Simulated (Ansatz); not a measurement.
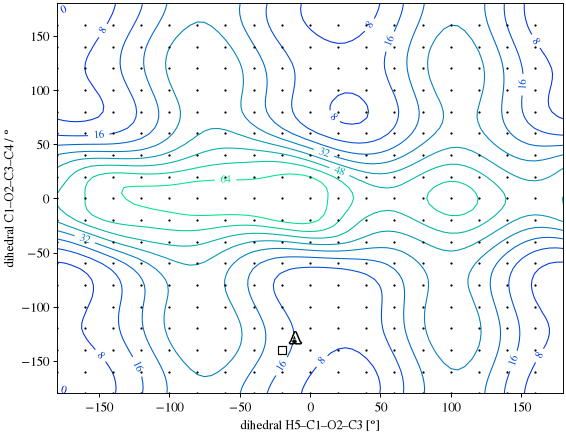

C₃H₇O, SMILES [CH2]OCC, spin multiplicity 2. The first coordinate is: dihedral H5–C1–O2–C3; the second: dihedral C1–O2–C3–C4. Nothing is relaxed (all other coordinates rigid). The grid has 18 × 18 points. Points are written as (first, second). Energies are in kJ/mol, from the lowest grid point. Theory: UKS PBE-D4/def2-SVP (Ansatz 0.2.0).

Drawn: contour lines labelled in kJ/mol, dots at the grid points, the point A. Between grid points the surface is interpolated.

Which way does the force act at A, and how strong is it?

A, at (−20°, −140°), is not a stationary point. The computed force is 0.4 kJ/mol for each degree towards larger values of dihedral H5–C1–O2–C3 and 0.12 kJ/mol for each degree towards smaller values of dihedral C1–O2–C3–C4.
